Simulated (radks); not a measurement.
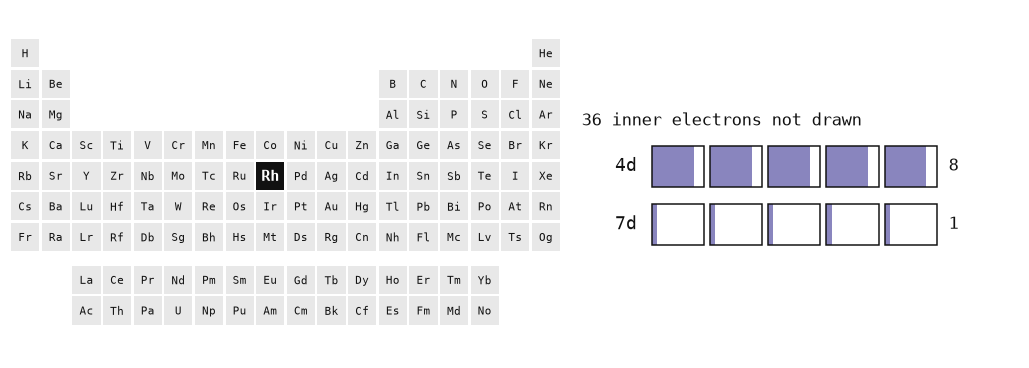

*Left, the place of rhodium in the periodic table; right, the outer shells as the input fills them: a box for each of the 2l + 1 orbitals, shaded by the share of the shell that is filled, with the electron count at the right.*

Rh: atomic calculation

System: Rh, configuration [Kr] 4d8 7d1.
Method: scalar-relativistic Kohn-Sham, r2SCAN, spin-polarised, spherical densities, finite nucleus (radks).

### Input file
```
Z 45
configuration [Kr] 4d8 7d1
relativity scalar-relativistic
functional r2scan,r2scan
spin polarised
nucleus finite rms 4.4945 fm
c 137.035999084
```

Energies in input and log are in hartree, lengths in bohr (the nuclear radius in fm).

The run was one of a batch that the task file lists, launched with:
```bash
python <driver script> task.json out
```

### Output
```
1s      1   1.0000        -848.61582966
2s      1   1.0000        -123.72140261
2p      1   3.0000        -110.80089734
3s      1   1.0000         -22.50689110
3p      1   3.0000         -18.22329993
3d      1   5.0000         -11.39390577
4s      1   1.0000          -3.38236643
4p      1   3.0000          -2.17810182
4d      1   5.0000          -0.48793344
7d      1   1.0000          -0.01372661
1s      2   1.0000        -848.61620404
2s      2   1.0000        -123.70526844
2p      2   3.0000        -110.78910903
3s      2   1.0000         -22.50291489
3p      2   3.0000         -18.21761952
3d      2   5.0000         -11.38175387
4s      2   1.0000          -3.31968483
4p      2   3.0000          -2.11119145
4d      2   3.0000          -0.42313105
7d      2   0.0000          -0.02320878
Etot -4784.474544745728
Ekin 4955.120364399971
Encl -11538.225408865517
Eh 1937.522388385041
Exc -138.89188866522295
err 8.315789239194606e-05
it 170
```

### What the run reported

```
                   quantity                                                             value
                    outcome                                                     not converged
               total energy                                                −4784.4745 hartree
             kinetic energy                                                 4955.1204 hartree
    electron–nucleus energy                                               −11538.2254 hartree
             Hartree energy                                                 1937.5224 hartree
exchange–correlation energy                                               −138.891889 hartree
             SCF iterations                                                               170
                   hardware  1 thread of Intel Xeon, 108 GiB of memory available, shared host
                  wall time                                                             2.3 s
```

### Diagnosis

The run did not meet its convergence test in 170 iterations, so its last values are not results. This is an excited configuration.
